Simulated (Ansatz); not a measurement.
## Electronic structure of H₄O₃STi (SMILES [OH][Ti]([OH])([OH])[SH]) in real space

The calculation's input:

```
crystal:
  periodic: [false, false, false]
  atoms:
    - {symbol: O, position_ang: [-0.203133, 1.308294, -1.266506]}
    - {symbol: Ti, position_ang: [0.243366, 0.048114, -0.072466]}
    - {symbol: O, position_ang: [2.010755, -0.217242, -0.019445]}
    - {symbol: O, position_ang: [-0.620655, -1.470172, -0.435471]}
    - {symbol: S, position_ang: [-0.357128, 0.735583, 2.051531]}
    - {symbol: H, position_ang: [-0.860828, 1.309663, -1.963298]}
    - {symbol: H, position_ang: [2.536010, -1.016881, 0.033194]}
    - {symbol: H, position_ang: [-1.181373, -2.067095, 0.060146]}
    - {symbol: H, position_ang: [-1.478614, 1.323434, 1.595215]}
basis:
  gaussian: {orbitals: def2-TZVPP}
hamiltonian: {xc: pbe0, dispersion: d4}
output: {orbitals: {seedname: orbitals}}
```

Run with:

```sh
ansatz run in.yaml --threads 4 --pin off --events-out ev --progress --plain --max-ram 10444MiB
```

Geometry: PBE0-D4/def2-TZVP.

Method: RKS PBE0-D4/def2-TZVPP (Ansatz).

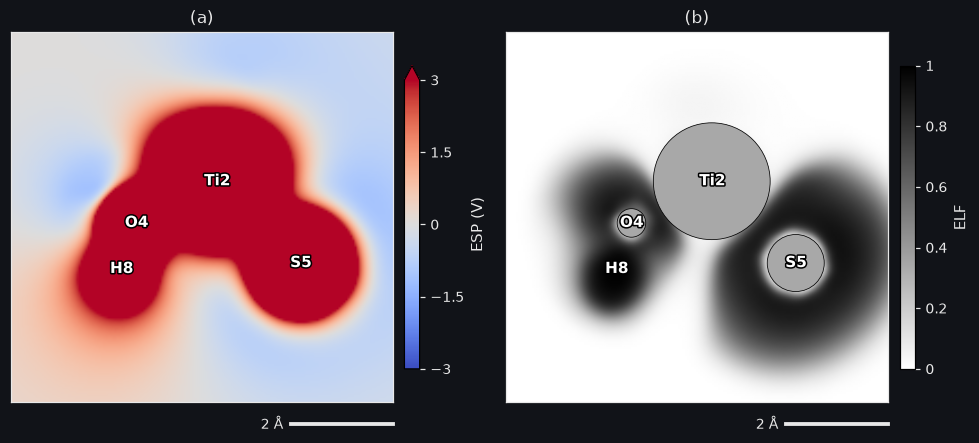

Figure 1. (a) molecular electrostatic potential; (b) electron localisation function on the plane of atoms O4, Ti2 and S5. Grey discs cover the atomic cores in the ELF map.

What does the map show?

Answer. The section cuts through Ti, O, S and H sites. Ti–O (1.78 Å): the ELF peaks at about 0.85 in the valence shell of O, 0.5 Å from its nucleus, and is about 0.25 at the midpoint. Ti–S (2.31 Å): the ELF peaks at about 0.90 in the valence shell of S, 0.9 Å from its nucleus, and is about 0.60 at the midpoint. O–H (0.96 Å): the ELF climbs to about 1 towards the hydrogen, as it does in any bond to H (an ordinary covalent bond to hydrogen). Outside the dense part of the molecule the potential is most negative (−1.1 V) near O4.

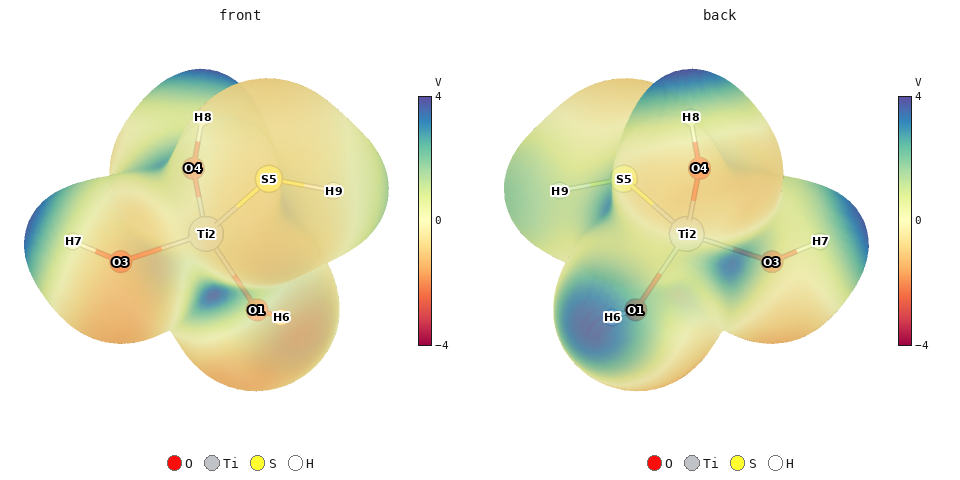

Figure 2. The molecular electrostatic potential painted on the density surface at 0.004 e/bohr³, seen from the front and from behind; the colour scale runs from red (negative) to blue (positive).

Where is the surface potential most negative and most positive?

Answer. The most negative region (about −1.4 V) lies over O1 and O3, the most positive (about +3.7 V) over Ti2, H6, H7 and H8.

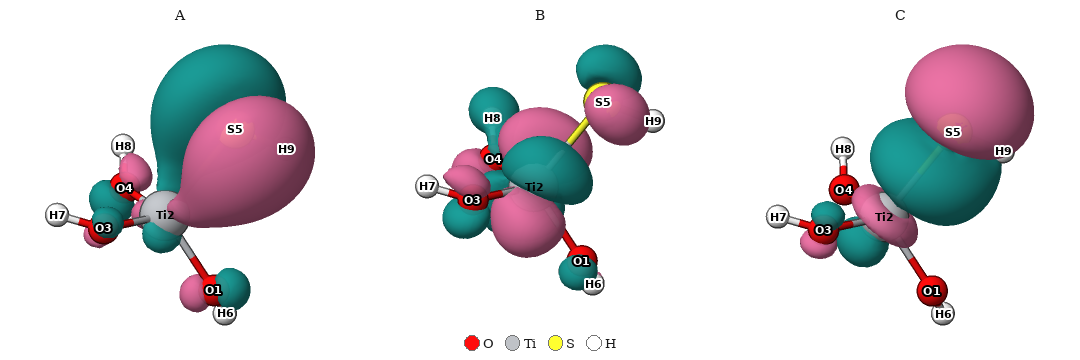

Figure 3. Three frontier orbitals at ±0.1 Å⁻³ᐟ² (teal and pink are the two phases), in no order.

Order the three orbitals by energy and name them.

Answer. C is the HOMO−1 (−8.42 eV). By Hirshfeld shares it lies mainly on S5 (about 75 %) and Ti2 (about 20 %). A is the HOMO (−7.31 eV). Its weight (Hirshfeld) is mainly on S5 (about 80 %) and Ti2 (about 10 %); largely a lone pair of S5. B is the LUMO (−1.77 eV). It lies mainly on Ti2 (about 75 %), S5 (about 10 %) and O4 (about 5 %).

What is the HOMO–LUMO gap?

Answer. 5.54 eV between the orbital energies.
